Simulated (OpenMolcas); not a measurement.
# Ti³⁺ among point charges: CASSCF levels and susceptibility

How does a field of 6 point charges split the states of Ti³⁺, and what χT follows?

Program: OpenMolcas 26.06. Level of theory: state-averaged CASSCF, spin-orbit coupling by RASSI with atomic mean-field integrals. These are calculated values, not measurements, unless marked.

1 further run of the same task is left out (it didn't finish).

### 1 What is computed

| Item | Value |
| --- | --- |
| Species | Ti³⁺ (titanium, Z = 22, 19 electrons) |
| Basis | ANO-RCC-VTZP [6s5p3d2f1g], 59 functions |
| Scalar Hamiltonian | DKH2, point nucleus |
| Inactive shells | 1s 2s 2p 3s 3p |
| Active space | 1 electron in 5 orbitals (3d) |
| Some configurations of this space | 3d |
| Orbitals | optimised for each spin and parity, averaged over all roots |

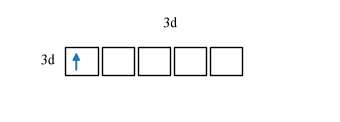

Occupation of the outer shells (arrows by Hund's rule).

The ion sits among 6 point charges of -2.2 e arranged as a trigonal prism (D3h), 2.08 Å from the ion, with a polar angle of 60.9° against the regular 49.1°. The active orbitals were held to one l.

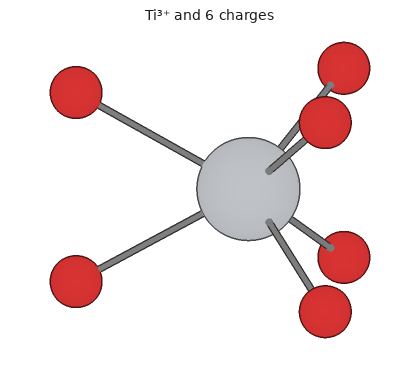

The ion and the point charges (red).

Each step is its own input file, run in one work folder so that later steps find the files of earlier ones. Labels, J, g values, rates, χT and fits are worked out afterwards by a script from the matrices that RASSI stores.

### 2 GATEWAY and SEWARD: basis and integrals

Contents of a.inp:

```
&GATEWAY
Coord
1

Ti 0.0 0.0 0.0
Basis=ANO-RCC-VTZP
Group=NoSym
NoMove
AngMom=0.0 0.0 0.0
AMFI
XField
6 Angstrom 0
1.817164 0.000000 1.012085 -2.200000
-0.908582 1.573710 1.012085 -2.200000
-0.908582 -1.573710 1.012085 -2.200000
1.817164 0.000000 -1.012085 -2.200000
-0.908582 1.573710 -1.012085 -2.200000
-0.908582 -1.573710 -1.012085 -2.200000
&SEWARD
```

On the command line:

```sh
OMP_NUM_THREADS=1 MOLCAS_MEM=1689 MOLCAS_PROJECT=a pymolcas a.inp > a.log
```

What it wrote:

```text
Basis set label: TI.ANO-RCC...6S5P3D2F1G.

      Electronic valence basis set:
      ------------------
      Associated Effective Charge  22.000000 au
      Associated Actual Charge     22.000000 au
      Nuclear Model: Point charge

      Shell  nPrim  nBasis  Cartesian Spherical Contaminant
         s      21       6        X
         p      15       5        X
         d      10       3                 X
         f       6       2                 X
         g       4       1                 X
                  Relativistic Douglas-Kroll-Hess integrals:
                    - DKH order of Hamiltonian: 2
                    - DKH order of Properties : 0
                  Atomic mean-field integrals
```

### 3 CASSCF: doublets, 5 roots

Contents of a.inp:

```
&RASSCF
FileOrb=start.orb
Symmetry=1
Spin=2
nActEl=1 0 0
Inactive=9
Ras2=5
CIRoot=5 5 1
SDav=5
CIMx=300
Iter=120 100
PrWF=0.3
OrbListing=Nothing
MaxOrb=0
SupSym
1
15 10 11 12 13 14 27 28 29 30 31 32 33 34 35 36
LevShft=1.5
>>> COPY $Project.JobIph JOB001
```

On the command line:

```sh
OMP_NUM_THREADS=1 MOLCAS_MEM=1689 MOLCAS_PROJECT=a pymolcas a.inp > a.log
```

start.orb holds the contracted functions of the basis, ordered by shell, or the orbitals of the step before.

What it wrote (excerpt; [...] marks lines left out):

```text
[...]
      Number of active orbitals                  5
[...]
      Spin quantum number                      0.5
[...]
      Active orbitals                            5
[...]
      Number of CSFs                             5
      Number of root(s) required                 5
[...]
      Convergence after 13 iterations
[...]
      Natural orbitals and occupation numbers for root  1
      sym 1:   0.000000   0.000000   1.000000  -0.000000   0.000000
      Natural orbitals and occupation numbers for root  2
      sym 1:   0.000000  -0.000000  -0.000000   1.000000  -0.000000
      Natural orbitals and occupation numbers for root  3
      sym 1:   0.000000   1.000000  -0.000000   0.000000   0.000000
::    RASSCF root number  1 Total energy:   -861.18733923
::    RASSCF root number  2 Total energy:   -861.16287582
::    RASSCF root number  3 Total energy:   -861.16287582
::    RASSCF root number  4 Total energy:   -861.14471503
::    RASSCF root number  5 Total energy:   -861.14471503
```

### 4 State interaction with spin-orbit coupling

Contents of a.inp:

```
&RASSI
NrOfJobIphs=1 5
1 2 3 4 5
IphNames
JOB001
EJob
SpinOrbit
DIPRint=1.0
SOCoupling=1000.0
Subsets=2
Property=9
'ANGMOM' 1 'ANGMOM' 2 'ANGMOM' 3 'MLTPL  1' 1 'MLTPL  1' 2 'MLTPL  1' 3
'AMFI' 1 'AMFI' 2 'AMFI' 3
SOProperty=3
'ANGMOM' 1 'ANGMOM' 2 'ANGMOM' 3
```

What it wrote (excerpt; [...] marks lines left out):

```text
SPIN-FREE ENERGIES:
  (Shifted by EMIN (a.u.) =       -861.1873392253)
 SF State       Relative EMIN(au)   Rel lowest level(eV)    D:o, cm**(-1)      L_eff
     1             0.0000000000        0.0000000000              0.0000         2.0
     2             0.0244634003        0.6656830352           5369.0958         2.0
     3             0.0244634015        0.6656830659           5369.0960         2.0
     4             0.0426241933        1.1598633877           9354.9291         2.0
     5             0.0426241983        1.1598635236           9354.9302         2.0
     Dipole printing threshold changed to   1.00000000E+00
[...]
Eigenvalues of complex Hamiltonian:
   -----------------------------------
  (Shifted by EMIN (a.u.) =       -861.1873392253)
 SO State       Relative EMIN(au)   Rel lowest level(eV)    D:o, cm**(-1)     J-value
     1            -0.0000271115        0.0000000000              0.0000         2.1
     2            -0.0000271115        0.0000000000              0.0000         2.1
     3             0.0241495822        0.6578813516           5306.1709         1.9
     4             0.0241495822        0.6578813516           5306.1709         1.9
     5             0.0247768342        0.6749497472           5443.8368         1.9
     6             0.0247768342        0.6749497472           5443.8368         1.9
     7             0.0419598715        1.1425240122           9215.0776         1.2
     8             0.0419598715        1.1425240122           9215.0776         1.2
     9             0.0433160171        1.1794266144           9512.7172         1.2
    10             0.0433160171        1.1794266144           9512.7172         1.2
Weights of the five most important spin-orbit-free states for each spin-orbit state.
[...]
```

Time for these steps: 12 s (1 thread of Arm Neoverse V1, shared host).

States without spin-orbit coupling:

| state | degeneracy | E (cm-1) | free-ion L (%) |
| --- | --- | --- | --- |
| 2A1 | 1 | 0 | D (100) |
| 2E | 2 | 5369 | D (100) |
| 2E | 2 | 9355 | D (100) |

With spin-orbit coupling:

| E (cm-1) | Degeneracy | Label | 2S+1 | g |
| --- | --- | --- | --- | --- |
| 0.0 | 2 | E1/2 | 2 | 1.84 1.84 2.00 |
| 5306 | 2 | E1/2 | 2 | 0.00 0.17 0.17 |
| 5444 | 2 | E3/2 | 2 | 0.00 0.00 4.00 |
| 9215 | 2 | E3/2 | 2 | 0.00 0.00 2.00 |
| 9513 | 2 | E1/2 | 2 | 0.00 0.00 6.00 |

Labels of spin-orbit levels are those of the rotation subgroup (D3 for D3h). Principal g values are given for doublets only; a zero marks a field direction without first-order Zeeman splitting.

Powder χT (cm³ K/mol): 0.34 at 2 K, 0.34 at 5 K, 0.34 at 10 K, 0.34 at 20 K, 0.35 at 50 K, 0.36 at 100 K, 0.36 at 150 K, 0.37 at 200 K, 0.38 at 250 K, 0.39 at 300 K.

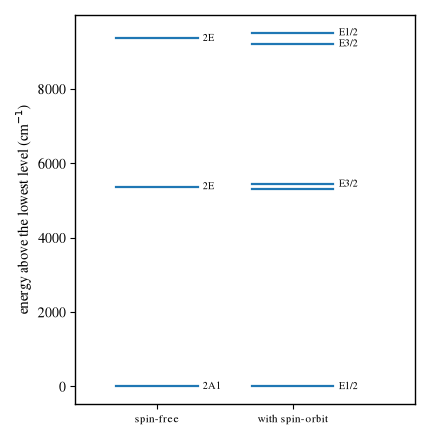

The states in the field without (left) and with (right) spin-orbit coupling.

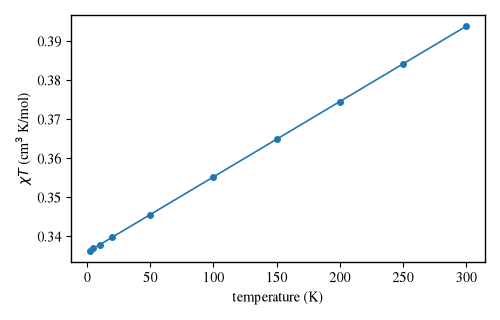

χT against temperature.

### 5 Outcome

```
                                            quantity                              value
                                              method                             CASSCF
                              spin-free ground state    2A1, 1-fold in its orbital part
first state of the same spin within the active space                    2E at 5370 cm⁻¹
                                        lowest level  2-fold E1/2, g = 1.84, 1.84, 2.00
                                          next level                        5306.2 cm⁻¹
                                         χT at 300 K                     0.39 cm³ K/mol
                           effective moment at 300 K                            1.77 μB
```

In words: The spin-free ground state (2A1) comes to 100 % from free-ion D terms and keeps the highest spin of the shell. χT at 300 K is 0.39, against 0.38 cm³ K/mol for the spin alone; near agreement at one temperature doesn't show that the orbital moment is quenched. The field of point charges can differ much from that of real complexes. Point charges carry no covalency, so the field is a model and not that of real ligands.
